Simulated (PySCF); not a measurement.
# CH₆Si (charge +1): geometry relaxation (part 1 of 2)

- system: CH₆Si, charge +1, multiplicity 2
- method: HF/3-21G, UHF (PySCF 2.14.0)

The atoms were displaced at random from an optimised geometry. The geometry is that of the parent species in another charge or spin state. Figures and captions count atoms from 1; the log counts them from 0 in places.

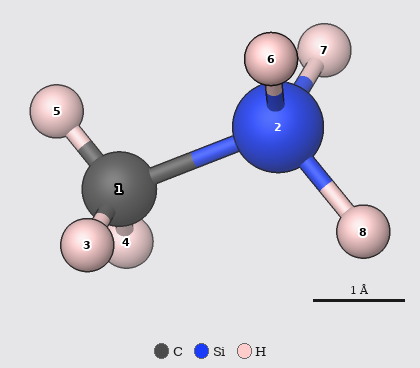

The starting structure (ball-and-stick view, seen at a tilt; atoms are numbered from 1 in the order of the input).

**Input file (input.py)**
```python
from pyscf import gto, scf, symm
from pyscf.hessian import thermo
from pyscf.geomopt.geometric_solver import kernel as optimise

mol = gto.M(
    atom='input.xyz',
    verbose=3,
    charge=1,
    max_memory=1860,
    spin=1,
    basis='3-21g',
)

mf = scf.UHF(mol)
mf.conv_tol = 1e-10
mf = mf.newton()
converged, mol_eq = optimise(mf, maxsteps=80)
print('converged:', converged)
print(mol_eq.tostring())

mf.reset(mol_eq)
mol = mol_eq
mf.kernel()
e_tot = mf.e_tot
print('Final energy', e_tot)
hess = mf.Hessian().kernel()
modes = thermo.harmonic_analysis(mol, hess)
thermo.dump_normal_mode(mol, modes)
symm.geom.TOLERANCE = 1e-3  # for the symmetry number
th = thermo.thermo(mf, modes['freq_au'], 298.15, 101325)
thermo.dump_thermo(mol, th)
```

**File input.xyz**
```
8

C     -0.214179     0.241788    -0.964210
Si     0.168727    -0.212884     0.871500
H     -1.223469     0.098654    -1.171251
H      0.424183    -0.415927    -1.637377
H      0.094075     1.297037    -1.151171
H     -0.643834     0.623455     1.758514
H      1.611077    -0.041358     1.147655
H     -0.221844    -1.642045     1.119592
```

Run on 1 thread of Arm Neoverse N1, 24 GiB of memory available, shared host.

Command:
```bash
OMP_NUM_THREADS=1 python input.py
```

**Output**
```
#|     Arguments passed to driver run_optimizer():      |#
customengine              <pyscf.geomopt.geometric_solver.PySCFEngine object>
maxiter                   80
----------------------------------------------------------
Custom engine selected.
Bonds will be generated from interatomic distances less than 1.20 times sum of covalent radii
24 internal coordinates being used (instead of 24 Cartesians)
Internal coordinate system (atoms numbered from 1):
Distance 1-2
Distance 1-3
Distance 1-4
Distance 1-5
Distance 2-6
Distance 2-7
Distance 2-8
Angle 2-1-3
Angle 2-1-4
Angle 2-1-5
Angle 3-1-4
Angle 3-1-5
Angle 4-1-5
Angle 1-2-6
Angle 1-2-7
Angle 1-2-8
Angle 6-2-7
Angle 6-2-8
Angle 7-2-8
Dihedral 3-1-2-6
Dihedral 3-1-2-7
Dihedral 3-1-2-8
Dihedral 4-1-2-6
Dihedral 4-1-2-7
Dihedral 4-1-2-8
Dihedral 5-1-2-6
Dihedral 5-1-2-7
Dihedral 5-1-2-8
Translation-X 1-8
Translation-Y 1-8
Translation-Z 1-8
Rotation-A 1-8
Rotation-B 1-8
Rotation-C 1-8
<class 'geometric.internal.Distance'> : 7
<class 'geometric.internal.Angle'> : 12
<class 'geometric.internal.Dihedral'> : 9
<class 'geometric.internal.TranslationX'> : 1
<class 'geometric.internal.TranslationY'> : 1
<class 'geometric.internal.TranslationZ'> : 1
<class 'geometric.internal.RotationA'> : 1
<class 'geometric.internal.RotationB'> : 1
<class 'geometric.internal.RotationC'> : 1
> ===== Optimization Info: ====
> Job type: Energy minimization
> Maximum number of optimization cycles: 80
> Initial / maximum trust radius (Angstrom): 0.100 / 0.300
> Convergence Criteria:
> Will converge when all 5 criteria are reached:
>  |Delta-E| < 1.00e-06
>  RMS-Grad  < 3.00e-04
>  Max-Grad  < 4.50e-04
>  RMS-Disp  < 1.20e-03
>  Max-Disp  < 1.80e-03
> === End Optimization Info ===

Geometry optimization cycle 1
Cartesian coordinates (Angstrom)
 Atom        New coordinates             dX        dY        dZ
   C  -0.214179   0.241788  -0.964210    0.000000  0.000000  0.000000
  Si   0.168727  -0.212884   0.871500    0.000000  0.000000  0.000000
   H  -1.223469   0.098654  -1.171251    0.000000  0.000000  0.000000
   H   0.424183  -0.415927  -1.637377    0.000000  0.000000  0.000000
   H   0.094075   1.297037  -1.151171    0.000000  0.000000  0.000000
   H  -0.643834   0.623455   1.758514    0.000000  0.000000  0.000000
   H   1.611077  -0.041358   1.147655    0.000000  0.000000  0.000000
   H  -0.221844  -1.642045   1.119592    0.000000  0.000000  0.000000

WARN: Mole.unit (angstrom) is changed to Bohr

WARN: HOMO -0.339860890859445 >= LUMO -0.339860890859445

converged SCF energy = -328.12995708784  <S^2> = 0.75615265  2S+1 = 2.0061432
--------------- SecondOrderUHF_Scanner gradients ---------------
         x                y                z
0 C    -0.0363205579    -0.0326091400     0.1290366424
1 Si    -0.0228260666     0.0386462599    -0.1032632599
2 H     0.0385884551     0.0096288261    -0.0108598547
3 H     0.0100217629    -0.0047988246    -0.0331883062
4 H     0.0025188891     0.0127092689    -0.0234429900
5 H     0.0068356065    -0.0115281783     0.0104684594
6 H     0.0003415975    -0.0049802850     0.0140236588
7 H     0.0008403134    -0.0070679270     0.0172256502
----------------------------------------------
cycle 1: E = -328.129957088  dE = -328.13  norm(grad) = 0.190292
Step    0 : Gradient = 6.728e-02/1.380e-01 (rms/max) Energy = -328.1299570878
Hessian Eigenvalues: 2.30000e-02 5.00000e-02 5.00000e-02 ... 2.98808e-01 3.20624e-01 4.12652e-01

Geometry optimization cycle 2
Cartesian coordinates (Angstrom)
 Atom        New coordinates             dX        dY        dZ
   C  -0.211236   0.254487  -1.036826    0.002943  0.012699 -0.072616
  Si   0.198287  -0.251050   0.980708    0.029560 -0.038166  0.109208
   H  -1.279439   0.072881  -1.125385   -0.055970 -0.025773  0.045866
   H   0.445973  -0.451613  -1.539065    0.021790 -0.035686  0.098312
   H   0.115620   1.291753  -1.051849    0.021545 -0.005284  0.099322
   H  -0.685908   0.703620   1.678755   -0.042074  0.080165 -0.079759
   H   1.647781  -0.013329   1.068665    0.036704  0.028029 -0.078990
   H  -0.236341  -1.658029   0.998250   -0.014497 -0.015984 -0.121342
converged SCF energy = -328.172295846587  <S^2> = 0.75598062  2S+1 = 2.0059717
--------------- SecondOrderUHF_Scanner gradients ---------------
         x                y                z
0 C     0.0049004363    -0.0097995400     0.0389108771
1 Si    -0.0049529418     0.0098753980    -0.0400964021
2 H    -0.0051684407    -0.0003650940    -0.0038037633
3 H     0.0026956600    -0.0008532720    -0.0042898181
4 H     0.0022872319     0.0040508203    -0.0032581510
5 H    -0.0016310238     0.0002867093     0.0048616728
6 H     0.0019027628    -0.0012778972     0.0038889108
7 H    -0.0000336848    -0.0019171245     0.0037866739
----------------------------------------------
cycle 2: E = -328.172295847  dE = -0.0423388  norm(grad) = 0.0594022
Step    1 : Displace = 1.034e-01/1.232e-01 (rms/max) Trust = 1.000e-01 (=) Grad = 2.100e-02/4.159e-02 (rms/max) E (change) = -328.1722958466 (-4.234e-02) Quality = 1.287
Hessian Eigenvalues: 2.30000e-02 5.00000e-02 5.00000e-02 ... 2.99390e-01 3.19871e-01 4.31015e-01

Geometry optimization cycle 3
Cartesian coordinates (Angstrom)
 Atom        New coordinates             dX        dY        dZ
   C  -0.208047   0.263487  -1.074226    0.003190  0.009000 -0.037400
  Si   0.207409  -0.276933   1.067794    0.009122 -0.025882  0.087086
   H  -1.269928   0.070505  -1.101342    0.009511 -0.002377  0.024043
   H   0.445964  -0.458451  -1.528183   -0.000009 -0.006838  0.010882
   H   0.113274   1.289099  -1.031573   -0.002346 -0.002653  0.020276
   H  -0.692199   0.723091   1.643822   -0.006290  0.019471 -0.034933
   H   1.643301   0.002169   1.031939   -0.004479  0.015498 -0.036725
   H  -0.245040  -1.664248   0.965020   -0.008698 -0.006219 -0.033229
converged SCF energy = -328.178586485124  <S^2> = 0.7564478  2S+1 = 2.0064374
--------------- SecondOrderUHF_Scanner gradients ---------------
         x                y                z
0 C     0.0055828489    -0.0023542860     0.0093505225
1 Si    -0.0013636801     0.0019428128    -0.0087026643
2 H    -0.0012881235    -0.0003654216     0.0008683231
3 H    -0.0013862704     0.0009401682     0.0027758087
4 H    -0.0006405043    -0.0018344002     0.0016147690
5 H     0.0000552157     0.0001579691    -0.0023219557
6 H    -0.0009018263     0.0003248655    -0.0016969647
7 H    -0.0000576599     0.0011882922    -0.0018878385
----------------------------------------------
cycle 3: E = -328.178586485  dE = -0.00629064  norm(grad) = 0.0154645
Step    2 : Displace = 4.410e-02/9.131e-02 (rms/max) Trust = 1.414e-01 (+) Grad = 5.468e-03/1.114e-02 (rms/max) E (change) = -328.1785864851 (-6.291e-03) Quality = 1.141
Hessian Eigenvalues: 2.30000e-02 5.00000e-02 5.00000e-02 ... 3.03679e-01 3.23795e-01 4.29874e-01

Geometry optimization cycle 4
Cartesian coordinates (Angstrom)
 Atom        New coordinates             dX        dY        dZ
   C  -0.214149   0.275584  -1.123062   -0.006102  0.012097 -0.048836
  Si   0.210201  -0.285865   1.102286    0.002792 -0.008933  0.034492
   H  -1.273618   0.082367  -1.144876   -0.003690  0.011862 -0.043534
   H   0.436828  -0.445701  -1.585057   -0.009137  0.012750 -0.056875
   H   0.103797   1.302480  -1.084395   -0.009477  0.013380 -0.052822
   H  -0.680561   0.707678   1.702724    0.011637 -0.015413  0.058902
   H   1.647738  -0.010493   1.084495    0.004437 -0.012663  0.052556
   H  -0.235500  -1.677329   1.021138    0.009540 -0.013081  0.056118
converged SCF energy = -328.18033360271  <S^2> = 0.75602737  2S+1 = 2.0060183
--------------- SecondOrderUHF_Scanner gradients ---------------
         x                y                z
0 C     0.0026335013    -0.0006193339     0.0034455350
1 Si    -0.0012768814     0.0010305419    -0.0049199791
2 H     0.0003613368     0.0002963622    -0.0000352329
3 H    -0.0011500850     0.0003678911     0.0009627335
4 H    -0.0011194552    -0.0012239597     0.0004478743
5 H     0.0006998280    -0.0003659579    -0.0002487674
6 H    -0.0005655072    -0.0000833793     0.0002311854
7 H     0.0004172626     0.0005978357     0.0001166511
----------------------------------------------
cycle 4: E = -328.180333603  dE = -0.00174712  norm(grad) = 0.00729771
Step    3 : Displace = 5.319e-02/6.204e-02 (rms/max) Trust = 2.000e-01 (+) Grad = 2.580e-03/5.186e-03 (rms/max) E (change) = -328.1803336027 (-1.747e-03) Quality = 1.253
Hessian Eigenvalues: 2.29999e-02 5.00000e-02 5.00000e-02 ... 3.01309e-01 3.20937e-01 4.30956e-01

Geometry optimization cycle 5
Cartesian coordinates (Angstrom)
 Atom        New coordinates             dX        dY        dZ
   C  -0.217555   0.280442  -1.143147   -0.003406  0.004858 -0.020085
  Si   0.214303  -0.292549   1.131008    0.004102 -0.006683  0.028722
   H  -1.276654   0.084384  -1.157457   -0.003035  0.002017 -0.012581
   H   0.435536  -0.440430  -1.607805   -0.001292  0.005271 -0.022747
   H   0.103558   1.308741  -1.105381   -0.000239  0.006261 -0.020986
   H  -0.681398   0.705064   1.722513   -0.000837 -0.002614  0.019789
   H   1.652521  -0.012815   1.096901    0.004783 -0.002321  0.012405
   H  -0.235576  -1.684118   1.036620   -0.000076 -0.006789  0.015481
converged SCF energy = -328.180638768176  <S^2> = 0.75599278  2S+1 = 2.0059838
--------------- SecondOrderUHF_Scanner gradients ---------------
         x                y                z
0 C     0.0001180685    -0.0003582948     0.0011676700
1 Si    -0.0004099174     0.0000960170    -0.0007852761
2 H     0.0000934487     0.0001124287    -0.0000612093
3 H     0.0001450522    -0.0005642790    -0.0001372020
4 H    -0.0001683540     0.0005365972     0.0001632675
5 H    -0.0000292153     0.0003367777    -0.0000311723
6 H     0.0002511871     0.0001485620    -0.0001258453
7 H    -0.0000002698    -0.0003078088    -0.0001902325
----------------------------------------------
cycle 5: E = -328.180638768  dE = -0.000305165  norm(grad) = 0.00183662
Step    4 : Displace = 2.059e-02/2.977e-02 (rms/max) Trust = 2.828e-01 (+) Grad = 6.493e-04/1.227e-03 (rms/max) E (change) = -328.1806387682 (-3.052e-04) Quality = 1.168
Hessian Eigenvalues: 2.29995e-02 3.92084e-02 5.00000e-02 ... 3.04567e-01 3.27319e-01 4.30859e-01

Geometry optimization cycle 6
Cartesian coordinates (Angstrom)
 Atom        New coordinates             dX        dY        dZ
   C  -0.218998   0.282352  -1.150949   -0.001444  0.001910 -0.007802
  Si   0.215998  -0.293797   1.137773    0.001695 -0.001248  0.006765
   H  -1.277950   0.084991  -1.161973   -0.001297  0.000606 -0.004516
   H   0.434240  -0.436791  -1.615343   -0.001295  0.003639 -0.007539
   H   0.103540   1.309225  -1.113491   -0.000018  0.000484 -0.008110
   H  -0.680653   0.701572   1.729633    0.000745 -0.003492  0.007120
   H   1.653429  -0.014971   1.103995    0.000908 -0.002156  0.007094
   H  -0.234869  -1.683860   1.043606    0.000707  0.000258  0.006986
converged SCF energy = -328.180660237168  <S^2> = 0.75595388  2S+1 = 2.005945
--------------- SecondOrderUHF_Scanner gradients ---------------
         x                y                z
0 C     0.0002974425    -0.0000482599    -0.0000531462
1 Si    -0.0001121639    -0.0000942674    -0.0001036105
2 H    -0.0000339805     0.0000077172    -0.0000350232
3 H    -0.0001862659     0.0001690498     0.0001525238
4 H    -0.0000762561    -0.0001543971     0.0000207748
5 H     0.0000999689    -0.0000142292    -0.0000075499
6 H    -0.0000771042     0.0000011546     0.0000179627
7 H     0.0000883592     0.0001332320     0.0000080685
----------------------------------------------
cycle 6: E = -328.180660237  dE = -2.1469e-05  norm(grad) = 0.000535757
Step    5 : Displace = 7.463e-03/8.457e-03 (rms/max) Trust = 3.000e-01 (+) Grad = 1.894e-04/3.060e-04 (rms/max) E (change) = -328.1806602372 (-2.147e-05) Quality = 1.035
Hessian Eigenvalues: 2.29969e-02 3.49961e-02 5.00000e-02 ... 3.08753e-01 3.39402e-01 4.31197e-01

Geometry optimization cycle 7
Cartesian coordinates (Angstrom)
 Atom        New coordinates             dX        dY        dZ
   C  -0.219150   0.282554  -1.151545   -0.000152  0.000203 -0.000596
  Si   0.216381  -0.293854   1.138665    0.000383 -0.000057  0.000891
   H  -1.278022   0.084964  -1.161668   -0.000071 -0.000027  0.000305
   H   0.434281  -0.436736  -1.616518    0.000040  0.000055 -0.001175
   H   0.103523   1.309637  -1.114354   -0.000017  0.000412 -0.000864
   H  -0.681098   0.701369   1.729947   -0.000445 -0.000203  0.000314
   H   1.654003  -0.015086   1.104631    0.000574 -0.000115  0.000636
   H  -0.235181  -1.684128   1.044094   -0.000312 -0.000268  0.000488
converged SCF energy = -328.180660751807  <S^2> = 0.7559567  2S+1 = 2.0059479
--------------- SecondOrderUHF_Scanner gradients ---------------
         x                y                z
0 C    -0.0000409749     0.0000309876    -0.0000003453
1 Si    -0.0000164537     0.0000058700     0.0000109439
2 H    -0.0000085607     0.0000053887    -0.0000181342
3 H     0.0000400497    -0.0000499907    -0.0000106247
4 H    -0.0000030858     0.0000114283     0.0000159686
5 H     0.0000195220     0.0000128792     0.0000080735
6 H     0.0000070154     0.0000096685     0.0000012667
7 H     0.0000024880    -0.0000262317    -0.0000071484
----------------------------------------------
cycle 7: E = -328.180660752  dE = -5.14639e-07  norm(grad) = 9.80221e-05
```

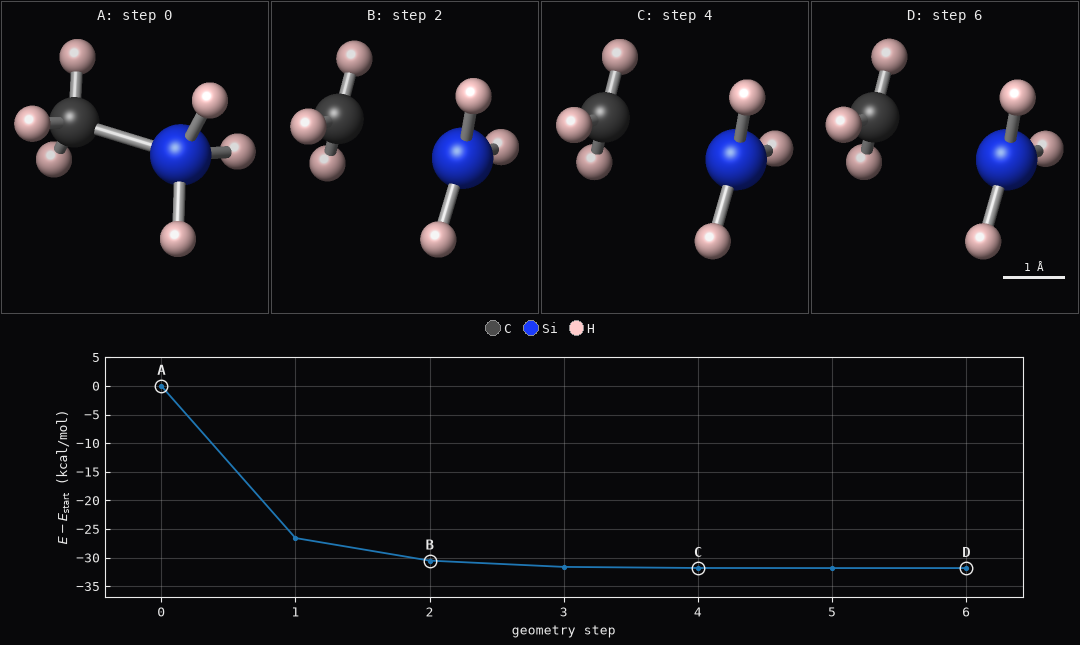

Frames of the relaxation (ball-and-stick view, seen at a tilt) above the curves, on which the letters mark them (steps are counted from 0).

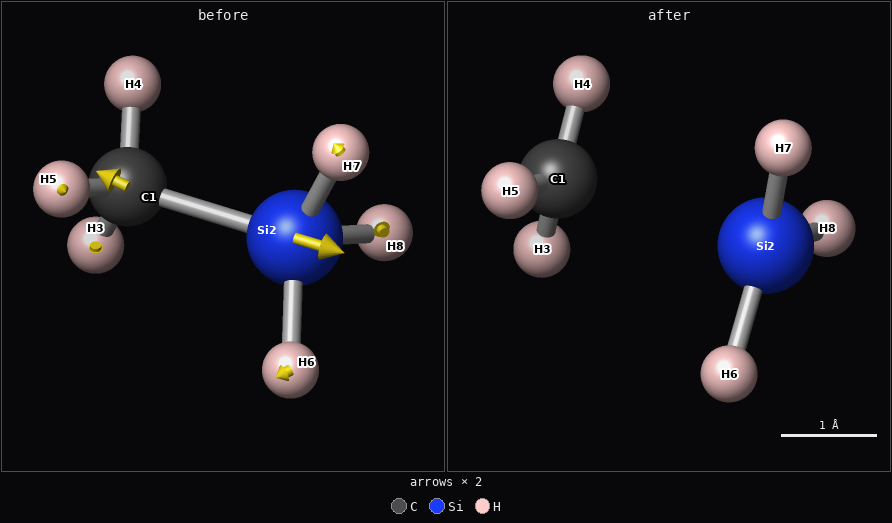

Before (left) and after (right) the relaxation, at one scale (ball-and-stick view, seen at a tilt). The yellow arrows give the displacements, magnified 2 times. Si2 moves most after the best rigid fit: 0.28 Å. By element the largest moves are Si 0.28 Å, C 0.19 Å, H 0.09 Å. Among the contacts that change: C1–Si2 1.930 → 2.401 Å, C1–H4 1.137 → 1.077 Å, C1–H5 1.115 → 1.077 Å, Si2–H8 1.502 → 1.465 Å. Among the angles that change: H6–Si2–H8 107.4° → 118.8°, H4–C1–H5 107.0° → 118.0°, H7–Si2–H8 109.5° → 118.8°. The energy falls by 31.8 kcal/mol in 6 geometry steps. The largest force component goes from 6.6 to 0.0026 eV/Å. (Atoms are counted from 1 in the order of the input.)
